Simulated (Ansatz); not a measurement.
**CH4AlFO: energies of removing a hydrogen**

Wanted for CH4AlFO: energies of removing a hydrogen. SMILES: FC[O][AlH2].

All numbers are computed with Ansatz 0.2.0 through its Python package. Level of theory: PBE/cc-pVDZ.

**1. The system**

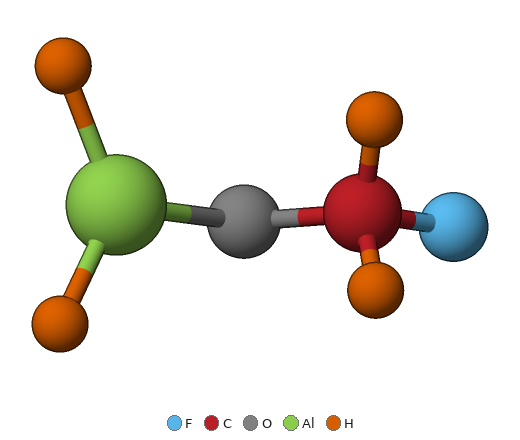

The starting structure, viewed from a chosen angle; fluorine blue, carbon red, oxygen grey, aluminium green, hydrogen orange.

No structure file is read: the coordinates are typed or built in the script.

**2. The script**

Input file bde_ch4alfo.py:

```python
"""Cost of removing each kind of hydrogen from CH4AlFO, fragments frozen."""

from dataclasses import dataclass
import logging
import sys

import ansatz as az

logging.basicConfig(stream=sys.stdout, format="%(levelname)s:%(name)s:%(message)s")
logger = logging.getLogger("ch4alfo")
logger.setLevel(logging.INFO)


@dataclass(frozen=True)
class RunConfig:
    basis_set: str = "cc-pVDZ"
    xc: str = "PBE"


cfg = RunConfig()


def total_energy(molecule, charge=0, unpaired=0):
    calc = (
        molecule.calculation()
        .basis(gaussian=cfg.basis_set)  # atom-centred Gaussian functions
        .functional(cfg.xc)
    )
    if charge:
        calc = calc.charge(charge)
    if unpaired:
        calc = calc.spin("collinear", total=unpaired)
    return calc.run().report["free_energy_ev"]

GEOMETRY = """
F    -1.06390    2.16400    0.01760
C    -0.28330    1.11450    0.15830
O    -0.90030    0.00990   -0.48410
Al    0.30440   -1.46460   -0.28400
H    -0.14970    0.92880    1.23230
H     0.70000    1.38320   -0.30740
H     1.38220   -1.77700   -1.36800
H     0.10270   -2.41590    0.97970
"""

def without(molecule, index):
    rest = az.Crystal.molecule()
    for i, site in enumerate(molecule.cartesian_sites):
        if i != index:
            rest = rest.atom(site.symbol, site.position_ang)
    return rest

mol = az.Crystal.molecule()
for line in GEOMETRY.strip().splitlines():
    symbol, *xyz = line.split()
    mol = mol.atom(symbol, [float(v) for v in xyz])

whole = total_energy(mol, 0)
hydrogen = total_energy(az.Crystal.molecule().atom("H", (0, 0, 0)), 0, 1)
logger.info(f"E(molecule) = {whole:.5f} eV, E(H) = {hydrogen:.5f} eV")
for index in [5, 7]:
    radical = total_energy(without(mol, index), 0, 1)
    logger.info(f"H{index}: homolysis {96.485332 * (radical + hydrogen - whole):.1f} kJ/mol")
```

**3. The input behind the calls**

The engine receives this input (first run):

```yaml
crystal:
  periodic: [false, false, false]
  atoms:
    - { symbol: F, position_ang: [-1.0639, 2.164, 0.0176] }
    - { symbol: C, position_ang: [-0.2833, 1.1145, 0.1583] }
    - { symbol: O, position_ang: [-0.9003, 0.0099, -0.4841] }
    - { symbol: Al, position_ang: [0.3044, -1.4646, -0.284] }
    - { symbol: H, position_ang: [-0.1497, 0.9288, 1.2323] }
    - { symbol: H, position_ang: [0.7, 1.3832, -0.3074] }
    - { symbol: H, position_ang: [1.3822, -1.777, -1.368] }
    - { symbol: H, position_ang: [0.1027, -2.4159, 0.9797] }
basis:
  gaussian:
    orbitals: cc-pVDZ
hamiltonian:
  xc: pbe
```

**4. Running it**

The run is started by

```console
> python bde_ch4alfo.py
```

The program printed:

```text
INFO:ch4alfo:E(molecule) = -12452.80653 eV, E(H) = -13.56836 eV
INFO:ch4alfo:H5: homolysis 388.9 kJ/mol
INFO:ch4alfo:H7: homolysis 333.2 kJ/mol
```

Run time: 7.8 s. Hardware: 1 thread of Arm Neoverse V1, shared host; peak memory 0.19 GiB.

**5. What changed from run to run**

The engine's inputs for the other runs:

Run 2, against run 1:

```diff
@@ -4,8 +4 @@
-    - { symbol: F, position_ang: [-1.0639, 2.164, 0.0176] }
-    - { symbol: C, position_ang: [-0.2833, 1.1145, 0.1583] }
-    - { symbol: O, position_ang: [-0.9003, 0.0099, -0.4841] }
-    - { symbol: Al, position_ang: [0.3044, -1.4646, -0.284] }
-    - { symbol: H, position_ang: [-0.1497, 0.9288, 1.2323] }
-    - { symbol: H, position_ang: [0.7, 1.3832, -0.3074] }
-    - { symbol: H, position_ang: [1.3822, -1.777, -1.368] }
-    - { symbol: H, position_ang: [0.1027, -2.4159, 0.9797] }
+    - { symbol: H, position_ang: [0.0, 0.0, 0.0] }
@@ -16,0 +10,3 @@
+magnetization:
+  spin_polarized: true
+  initial_magnetization: 1.0
```

Run 3, against run 1:

```diff
@@ -9 +8,0 @@
-    - { symbol: H, position_ang: [0.7, 1.3832, -0.3074] }
@@ -16,0 +16,3 @@
+magnetization:
+  spin_polarized: true
+  initial_magnetization: 1.0
```

Run 4, against run 1:

```diff
@@ -11 +10,0 @@
-    - { symbol: H, position_ang: [0.1027, -2.4159, 0.9797] }
@@ -16,0 +16,3 @@
+magnetization:
+  spin_polarized: true
+  initial_magnetization: 1.0
```

**6. What the script built**

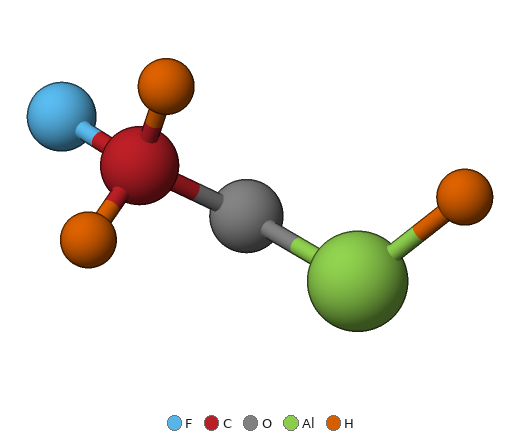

The system of run 4 as the script built it (7 atoms; fluorine blue, carbon red, oxygen grey, aluminium green, hydrogen orange).

Lines on the test bed's own set-up are left out of the output.

**7. What each run gave**

From the records of these 4 runs:

```tsv
run	system	unpaired or total moment	energy (eV)	<S²>	SCF cycles	CPU time (s)
1	CH4AlFO	not set	-12452.8065	0.00	16	1.7
2	H	1	-13.5684	0.75	6	0.04
3	CH3AlFO	1	-12435.2071	0.75	21	2.9
4	CH3AlFO	1	-12435.7853	0.75	18	2.7
```

Totals carry meaning only in balanced differences at one level of theory.

**8. Outcome**

```
                                              quantity                              value
weakest bond to hydrogen among those tried (homolysis)  H7 (counted from 0), 333.2 kJ/mol
                                         runs compared                                  4
```

In words: Atoms are numbered as in the script, from 0. The fragments aren't relaxed and zero-point energy is left out, so these aren't bond dissociation enthalpies. All 4 runs converged (6 to 21 cycles). The geometry is a force-field or estimated start, not a minimum of this method, and the basis set is short of its limit. All parts are taken at fixed geometry, without zero-point energy.
